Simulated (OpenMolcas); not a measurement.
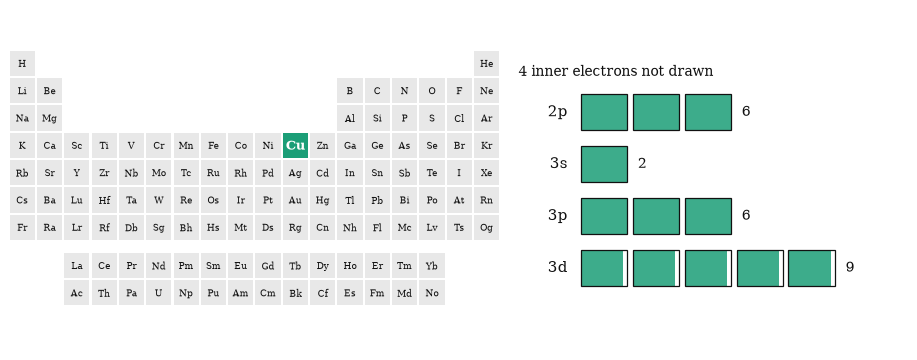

**Figure 1.** Left, the place of copper in the periodic table; right, the outer shells of the leading configuration of the lowest level: a box for each of the 2l + 1 orbitals, shaded by the share of the shell that is filled, with the electron count at the right.

## Multiconfigurational calculation, with input and output: Cu²⁺

System: Cu²⁺, among 6 point charges of −2 e at 1.65 Å, octahedron (Oh), whose field is part of the energies.
Method: state-averaged CASSCF, active space 9 electrons in the shell 3d, basis ANO-RCC-VDZP, DKH2 scalar Hamiltonian, spin-orbit coupling by RASSI with atomic mean-field integrals (OpenMolcas).

**Key numbers**

- outcome: converged
- energy of the lowest spin-free term: −1659.96282 hartree
- energy of the lowest spin-orbit level: −1659.96338 hartree
- largest spread among components of a term: 0.0 cm⁻¹
- hardware: 1 thread of Intel Xeon (Granite Rapids), 128 GiB of memory available, shared host
- wall time: 1.1 s

**Remarks**

Without dynamic correlation the splittings between terms come out too large, often by 20 to 50 %. Limits: orbital doublet at a regular site, Jahn-Teller distortion not allowed for; point charges lack covalency, field too small at true ligand charges.

**Input**
```
&GATEWAY
Coord
1

Cu 0.0 0.0 0.0
Basis=ANO-RCC-VDZP
Group=XYZ
NoMove
AngMom=0.0 0.0 0.0
AMFI
XField
3 Angstrom 0
1.650000 0.000000 0.000000 -2.000000
0.000000 1.650000 0.000000 -2.000000
0.000000 0.000000 1.650000 -2.000000
&SEWARD
&RASSCF
FileOrb=start.orb
Symmetry=1
Spin=2
nActEl=9 0 0
Inactive=3 6
Ras2=5 0
CIRoot=5 5 1
SDav=5
CIMx=300
Iter=120 100
PrWF=0.3
OrbListing=Nothing
MaxOrb=0
>>> COPY $Project.JobIph JOB001
&RASSI
NrOfJobIphs=1 5
1 2 3 4 5
IphNames
JOB001
EJob
SpinOrbit
DIPRint=1.0
SOCoupling=1000.0
Subsets=2
Property=9
'ANGMOM' 1 'ANGMOM' 2 'ANGMOM' 3 'MLTPL  1' 1 'MLTPL  1' 2 'MLTPL  1' 3
'AMFI' 1 'AMFI' 2 'AMFI' 3
SOProperty=3
'ANGMOM' 1 'ANGMOM' 2 'ANGMOM' 3
```

The file start.orb holds starting orbitals from an earlier step. A driver script formed the levels outside the program, from RASSI's spin-orbit matrix and the active-space energies, averaged over the components of each term or state.

Run as:
```bash
OMP_NUM_THREADS=1 MOLCAS_MEM=1689 MOLCAS_PROJECT=a pymolcas a.inp > a.log  # once for each step of the input, in one work folder
```

**The program's output (extracts)**
```
--- SEWARD ---
Basis set label: CU.ANO-RCC...5S4P2D1F.

      Electronic valence basis set:
      ------------------
      Associated Effective Charge  29.000000 au
      Associated Actual Charge     29.000000 au
      Nuclear Model: Point charge

      Shell  nPrim  nBasis  Cartesian Spherical Contaminant
         s      21       5        X
         p      15       4        X
         d      10       2                 X
         f       6       1                 X
                  Relativistic Douglas-Kroll-Hess integrals:
                    - DKH order of Hamiltonian: 2
                    - DKH order of Properties : 0
                  Atomic mean-field integrals
--- RASSCF ---
Wave function specifications:
      -----------------------------

      Number of closed shell electrons          18
      Number of electrons in active shells       9
      Max number of holes in RAS1 space          0
      Max nr of electrons in RAS3 space          0
      Number of inactive orbitals                9
      Number of active orbitals                  5
      Number of secondary orbitals              20
      Spin quantum number                      0.5
      State symmetry                             1
Orbital specifications:
      -----------------------

      Symmetry species                           1   2
                                                ag  au
      Frozen orbitals                            0   0
      Inactive orbitals                          3   6
      Active orbitals                            5   0
      RAS1 orbitals                              0   0
      RAS2 orbitals                              5   0
      RAS3 orbitals                              0   0
      Secondary orbitals                         7  13
      Deleted orbitals                           0   0
      Number of basis functions                 15  19
      Number of CSFs                             5
      Number of root(s) required                 5
      Iter CI   SX   CI       RASSCF       Energy    max ROT     max BLB   max BLB  Level Ln srch  Step   QN
          iter iter root      energy       change     param      element    value   shift minimum  type update
 Nr of preliminary CI iterations:   1
      Total energies have been shifted. Add                -1000.00 au
        1   1    6    0  -659.86435353    0.00E+00  -7.17E-02    6  13 1  4.14E-01*  0.65   0.00    SX    NO
        2   1    6    0  -659.91456639   -5.02E-02*  3.45E-02    4  10 2  2.22E-01*  0.91   0.00    SX    NO
        3   1    6    0  -659.93285983   -1.83E-02*  2.10E-02    8  15 1  1.20E-01*  0.75   0.00    SX    NO
        4   1    6    0  -659.93767353   -4.81E-03* -1.21E-02    4  10 2  6.71E-02*  0.84   0.00    SX    NO
        5   1    5    0  -659.93955837   -1.88E-03* -4.33E-03    6  13 1  4.03E-02*  0.78   0.64    QN   YES
        6   1    4    0  -659.94051777   -9.59E-04* -6.99E-04    8  15 1  4.01E-03*  0.80   1.02    QN   YES
        7   1    4    0  -659.94052901   -1.12E-05* -5.77E-04    8  15 1  1.55E-03*  0.80   1.83    LS   YES
        8   1    4    0  -659.94053190   -2.90E-06* -9.66E-05    7  14 1 -6.98E-04*  0.80   1.00    QN   YES
        9   1    4    0  -659.94053221   -3.07E-07*  5.50E-06    4  11 1 -3.76E-05   0.80   1.06    QN   YES
       10   1    3    0  -659.94053221   -8.95E-10   2.05E-07    6   9 2  1.85E-06   0.80   1.01    QN   YES
      Convergence after 10 iterations
       11   1    3    0  -659.94053221   -2.27E-13   2.05E-07    6   9 2  5.22E-07   0.80   1.01    QN   YES
      Natural orbitals and occupation numbers for root  1
      sym 1:   2.000000   2.000000   1.000000   2.000000   2.000000
      Natural orbitals and occupation numbers for root  2
      sym 1:   2.000000   2.000000   2.000000   1.000000   2.000000
      Natural orbitals and occupation numbers for root  3
      sym 1:   2.000000   2.000000   2.000000   1.000000   2.000000
::    RASSCF root number  1 Total energy:  -1659.96281971
::    RASSCF root number  2 Total energy:  -1659.96281971
::    RASSCF root number  3 Total energy:  -1659.92567388
::    RASSCF root number  4 Total energy:  -1659.92567388
::    RASSCF root number  5 Total energy:  -1659.92567388
--- RASSI ---
SPIN-FREE ENERGIES:
  (Shifted by EMIN (a.u.) =      -1659.9628197111)

 SF State       Relative EMIN(au)   Rel lowest level(eV)    D:o, cm**(-1)      L_eff

     1             0.0000000000        0.0000000000              0.0000         2.0
     2             0.0000000000        0.0000000000              0.0000         2.0
     3             0.0371458310        1.0107895557           8152.5676         2.0
     4             0.0371458310        1.0107895557           8152.5676         2.0
     5             0.0371458310        1.0107895557           8152.5676         2.0
     Dipole printing threshold changed to   1.00000000E+00
Eigenvalues of complex Hamiltonian:
   -----------------------------------
  (Shifted by EMIN (a.u.) =      -1659.9628197111)

 SO State       Relative EMIN(au)   Rel lowest level(eV)    D:o, cm**(-1)     J-value

     1            -0.0005646809        0.0000000000              0.0000         1.5
     2            -0.0005646809        0.0000000000              0.0000         2.0
     3            -0.0005646809        0.0000000000              0.0000         1.5
     4            -0.0005646809        0.0000000000              0.0000         2.0
     5             0.0334697336        0.9261235986           7469.6906         2.0
     6             0.0334697336        0.9261235986           7469.6906         2.0
     7             0.0395485607        1.0915369105           8803.8389         1.0
     8             0.0395485607        1.0915369105           8803.8389         1.0
     9             0.0395485607        1.0915369105           8803.8389         1.8
    10             0.0395485607        1.0915369105           8803.8389         1.8
Weights of the five most important spin-orbit-free states for each spin-orbit state.

 SO State  Total energy (au)           Spin-free states, spin, and weights
 -------------------------------------------------------------------------------------------------------
    1        -0.000565       2 0.5  0.5086    1 0.5  0.4773    3 0.5  0.0070    5 0.5  0.0069    4 0.5  0.0002
    2        -0.000565       1 0.5  0.5086    2 0.5  0.4773    4 0.5  0.0092    5 0.5  0.0025    3 0.5  0.0024
    3        -0.000565       2 0.5  0.5086    1 0.5  0.4773    3 0.5  0.0070    5 0.5  0.0069    4 0.5  0.0002
    4        -0.000565       1 0.5  0.5086    2 0.5  0.4773    4 0.5  0.0092    5 0.5  0.0025    3 0.5  0.0024
    5         0.033470       5 0.5  0.3333    4 0.5  0.3333    3 0.5  0.3333    2 0.5  0.0000    1 0.5  0.0000
    6         0.033470       5 0.5  0.3333    4 0.5  0.3333    3 0.5  0.3333    2 0.5  0.0000    1 0.5  0.0000
    7         0.039549       5 0.5  0.6573    3 0.5  0.1666    4 0.5  0.1620    2 0.5  0.0130    1 0.5  0.0011
    8         0.039549       5 0.5  0.6573    3 0.5  0.1666    4 0.5  0.1620    2 0.5  0.0130    1 0.5  0.0011
    9         0.039549       4 0.5  0.4953    3 0.5  0.4906    1 0.5  0.0130    2 0.5  0.0011    5 0.5  0.0000
   10         0.039549       4 0.5  0.4953    3 0.5  0.4906    1 0.5  0.0130    2 0.5  0.0011    5 0.5  0.0000
 -------------------------------------------------------------------------------------------------------
```

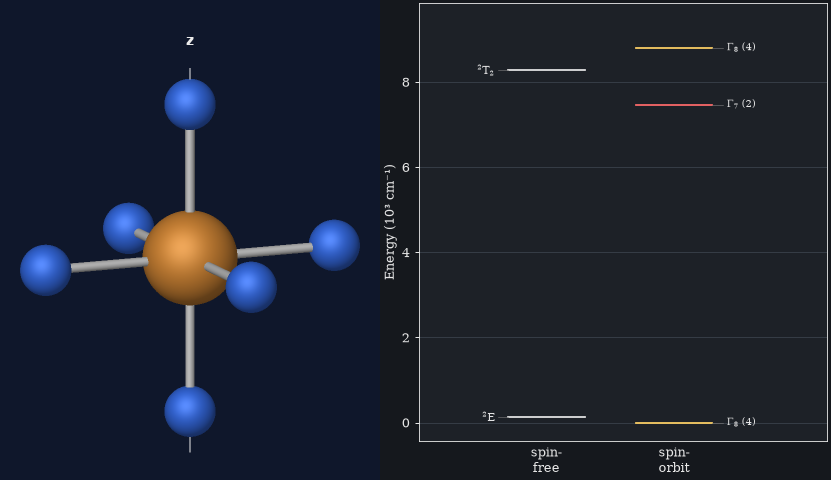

**Figure 2.** Cu²⁺ (3d⁹) among 6 point charges of −2 e at 1.65 Å, arranged as: octahedron (Oh), with its levels. Labels give the representation in O, Td, D4 or D3 as the site allows (double group for half-integer spin) where it could be assigned and, in brackets, the degeneracy; spin-free states, where drawn, share the zero of the spin-orbit levels. The ground level is Γ₈, 4-fold degenerate, 100 % from states of spin multiplicity 2. The next level lies at 7,470 cm⁻¹ (Γ₇). The lowest spin-free state is ²E, from the free-ion D term; of the same spin there follows at 8,150 cm⁻¹ (²T₂) above it. A ligand-field fit to the spin-free states gives |10Dq| = 8,150 cm⁻¹.
